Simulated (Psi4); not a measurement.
# M06-2X/def2-SVP (core potential) run of InCl2F (SMILES [F][In]([Cl])[Cl])

Aim: the vertical ionisation energy of InCl2F at M06-2X/def2-SVP (core potential), from 2 runs. 

The results are computed with Psi4 1.11.

4 further runs of the same task are left out: 2 that didn't finish, 2 set aside as unsound or not needed.

### 1 The molecule

InCl2F has 4 atoms, charge 0, and is taken as a singlet. As SMILES, `[F][In]([Cl])[Cl]`. The coordinates come from a PBE0-D4/def2-TZVP relaxation.

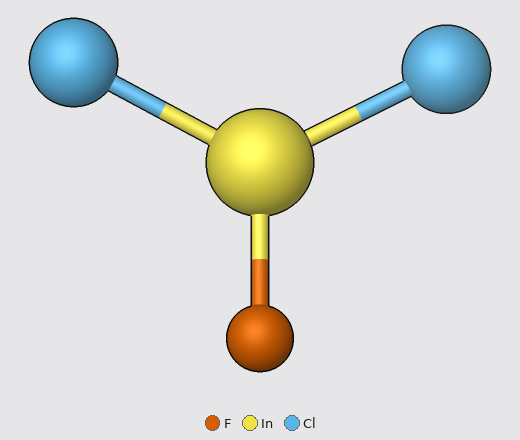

The structure, seen from a chosen angle (fluorine orange, indium yellow, chlorine blue).

### 2 Energy and forces at M06-2X/def2-SVP (core potential)

The input, cl2fin.in:

```
memory 2200 mb

molecule {
  0 1
  F
  In 1 r2
  Cl 2 r3 1 a3
  Cl 2 r4 1 a4 3 d4

  r2 = 1.926496
  r3 = 2.285137
  a3 = 117.59728
  r4 = 2.285192
  a4 = 117.59429
  d4 = -179.99539
  symmetry c1
  no_reorient
  no_com
}

set globals {
  puream               true
  e_convergence        1e-09
  d_convergence        1e-08
  scf_type             pk
  dft_radial_points    99
  dft_spherical_points 590
}

result, w = gradient('m06-2x/def2-SVP', return_wfn=True)
oeprop(w, 'LOWDIN_CHARGES', 'MULLIKEN_CHARGES', 'DIPOLE')
```

Started as:

```
$ psi4 -i cl2fin.in -o cl2fin.out -n 1
```

cl2fin.out:

```text
[...]
    !!!  WARNING: ECP capability is in beta. Please check occupations closely.  !!!
[...]
  Running in c1 symmetry.
[...]
  Nuclear repulsion =  299.904196486732303
[...]
  Multiplicity = 1
[...]
  Nalpha       = 32
  Nbeta        = 32
[...]
    Number of basis functions: 76
[...]
   @RKS iter   1: -1209.88295457706340   -1.19879e+00   6.81266e-03 ADIIS/DIIS
[...]
   @RKS iter  11: -1210.00322428623031   -4.09273e-12   5.93873e-09 DIIS
[...]
    Orbital Energies [Eh]
    ---------------------
    Doubly Occupied:
       1A   -102.648880     2A   -102.648870     3A    -25.201680
       4A     -9.818251     5A     -9.818242     6A     -7.543803
       7A     -7.543792     8A     -7.539420     9A     -7.539410
      10A     -7.538988    11A     -7.538978    12A     -4.957177
      13A     -3.340689    14A     -3.333099    15A     -3.330389
      16A     -1.237253    17A     -0.981461    18A     -0.976405
      19A     -0.957811    20A     -0.955825    21A     -0.947913
      22A     -0.897625    23A     -0.890299    24A     -0.536598
      25A     -0.478342    26A     -0.472702    27A     -0.466494
      28A     -0.432380    29A     -0.413870    30A     -0.404305
      31A     -0.401502    32A     -0.398379
[...]
  @RKS Final Energy: -1210.00322428623031
   => Energetics <=
    Nuclear Repulsion Energy =            299.9041964867323031
    One-Electron Energy =               -2343.0032823174342411
    Two-Electron Energy =                 873.0357188083808069
    DFT Exchange-Correlation Energy =     -39.9398572639090048
    Empirical Dispersion Energy =           0.0000000000000000
    VV10 Nonlocal Energy =                  0.0000000000000000
    Total Energy =                      -1210.0032242862300791
[...]
  -Total Gradient:
     Atom            X                  Y                   Z
    ------   -----------------  -----------------  -----------------
       1       -0.000000887189     0.000000456310     0.007263398093
       2        0.000001646244    -0.000016421816     0.005163231378
       3       -0.000000760514     0.010878919110    -0.006033141832
       4        0.000000113583    -0.010862584899    -0.006024348180
[...]
 Multipole Moments:
 ------------------------------------------------------------------------------------
     Multipole            Electronic (a.u.)      Nuclear  (a.u.)        Total (a.u.)
 ------------------------------------------------------------------------------------
 L = 1.  Multiply by 2.5417464519 to convert [e a0] to [Debye]
 Dipole X            :          0.0019576           -0.0018540            0.0001036
 Dipole Y            :         -0.0013134            0.0011830           -0.0001303
 Dipole Z            :        -12.6387707           13.0385119            0.3997412
 Magnitude           :                                                    0.3997412
[...]
  Mulliken Charges: (a.u.)
   Center  Symbol    Alpha    Beta     Spin     Total
       1     F     4.73731  4.73731  0.00000 -0.47462
       2    IN     9.99915  9.99915  0.00000  1.00169
       3    CL     8.63176  8.63176  0.00000 -0.26352
       4    CL     8.63177  8.63177  0.00000 -0.26354
   Total alpha = 32.00000, Total beta = 32.00000, Total charge = -0.00000
  Lowdin Charges: (a.u.)
   Center  Symbol    Alpha    Beta     Spin     Total
       1     F     4.66134  4.66134  0.00000 -0.32268
       2    IN    10.32109 10.32109  0.00000  0.35783
[...]
```

Wall time 20 s (1 thread of Intel Xeon Platinum 8259CL at 2.50GHz (Skylake/Cascade Lake), shared host); peak memory 1.1 GiB.

### 3 The doublet cation

The input, job.inp:

```
memory 2200 mb

molecule mol {
  1 2
  F
  In 1 1.926496
  Cl 2 2.285137 1 117.59728
  Cl 2 2.285192 1 117.59429 3 -179.99539
  units angstrom
  symmetry c1
}

set reference uks
set puream true
set e_convergence 1e-09
set d_convergence 1e-08
set scf_type pk
set dft_radial_points 99
set dft_spherical_points 590
set maxiter 100

e_tot, wfn = gradient('m06-2x/def2-SVP', return_wfn=True)
oeprop(wfn, 'MAYER_INDICES', 'QUADRUPOLE', 'MULLIKEN_CHARGES')
```

Started as:

```
$ psi4 -n 1 job.inp job.out
```

job.out, shortened:

```text
[...]
    !!!  WARNING: ECP capability is in beta. Please check occupations closely.  !!!
[...]
  Running in c1 symmetry.
[...]
  Nuclear repulsion =  299.904196486732303
[...]
  Multiplicity = 2
[...]
  Nalpha       = 32
  Nbeta        = 31
[...]
    Number of basis functions: 76
[...]
   @UKS iter   1: -1209.44259512252052   -8.66119e-01   6.57369e-03 DIIS/ADIIS
[...]
   @UKS iter  28: -1209.55589864298781   -2.50111e-11   9.31085e-09 DIIS
[...]
   @S^2 Observed:                7.619874123E-01
[...]
  @UKS Final Energy: -1209.55589864298781
   => Energetics <=
    Nuclear Repulsion Energy =            299.9041964867323031
    One-Electron Energy =               -2327.4158577674929802
    Two-Electron Energy =                 857.7059981365842987
    DFT Exchange-Correlation Energy =     -39.7502354988115769
    Empirical Dispersion Energy =           0.0000000000000000
    VV10 Nonlocal Energy =                  0.0000000000000000
    Total Energy =                      -1209.5558986429880406
[...]
  -Total Gradient:
     Atom            X                  Y                   Z
    ------   -----------------  -----------------  -----------------
       1       -0.000000731811    -0.000002396429    -0.007866783458
       2       -0.000000736721     0.000003572210     0.045135354506
       3       -0.000000180273     0.023389778440    -0.018429507831
       4        0.000001723569    -0.023390381057    -0.018425714837
[...]
 Multipole Moments:
 ------------------------------------------------------------------------------------
     Multipole            Electronic (a.u.)      Nuclear  (a.u.)        Total (a.u.)
 ------------------------------------------------------------------------------------
 L = 1.  Multiply by 2.5417464519 to convert [e a0] to [Debye]
 Dipole X            :          0.0018951           -0.0018540            0.0000411
 Dipole Y            :         -0.0007038            0.0011830            0.0004792
 Dipole Z            :        -11.5889071           13.0385119            1.4496048
 Magnitude           :                                                    1.4496049
 L = 2.  Multiply by 1.3450342976 to convert [e a0^2] to [Debye ang]
 Quadrupole XX       :        -33.7427759            0.0000012          -33.7427747
 Quadrupole XY       :          0.0197749           -0.0200344           -0.0002596
[...]
  Mulliken Charges: (a.u.)
   Center  Symbol    Alpha    Beta     Spin     Total
[...]
```

Wall time 46 s (1 thread of Intel Xeon Platinum 8259CL at 2.50GHz (Skylake/Cascade Lake), shared host); peak memory 1.1 GiB.

### 4 Outcome

At M06-2X/def2-SVP (core potential):

| quantity | value |
| --- | --- |
| singlet InCl2F: total energy | -1210.00322 Eh |
| singlet InCl2F: dipole moment | 1.02 D |
| singlet InCl2F: HOMO energy | -10.84 eV |
| singlet InCl2F: LUMO energy | -1.92 eV |
| singlet InCl2F: HOMO–LUMO gap | 8.92 eV |
| singlet InCl2F: largest force on an atom | 0.640 eV/Å |
| doublet cation: total energy | -1209.55590 Eh |
| doublet cation: HOMO energy (highest over α and β) | -16.04 eV |
| doublet cation: LUMO energy (lowest over α and β) | -13.57 eV |
| doublet cation: ⟨S²⟩ | 0.762 |
| doublet cation: largest force on an atom | 2.321 eV/Å |
| vertical ionisation energy (to the doublet cation) | 12.172 eV |

**Reading.** Removing an electron at fixed nuclei costs 12.17 eV (281 kcal/mol). The largest force (singlet InCl2F) is 0.64 eV/Å: the shape isn't a stationary point for this species at this level. −ε(HOMO) before ionisation, 10.84 eV, is 1.33 eV below this ionisation energy. Mulliken charges (doublet cation) run from -0.40 on F1 to +1.14 on In2.
